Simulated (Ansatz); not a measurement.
## TiC: response to strain

Start from TiC in the rock salt structure (space group Fm-3m, No. 225; a = 4.328 Å; relaxed with 0.1 eV smearing).

Strains are applied to the cell and any free atomic positions relax.

Computed with r2SCAN, PAW, 500 eV (Ansatz, an electronic-structure program; spin-orbit coupling left out).

Notes on the quantities. energy relative to the base: free energy F.

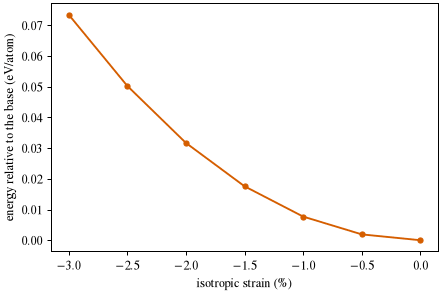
Fig. 1. Energy relative to the base against isotropic strain

```csv
isotropic strain (%),energy relative to the base
-3,+74 meV/atom
-2.5,+50 meV/atom
-2,+32 meV/atom
-1.5,+18 meV/atom
-1,+7.7 meV/atom
-0.5,+1.9 meV/atom
```

No phonon test of stability was made. All final runs are without spin polarisation.
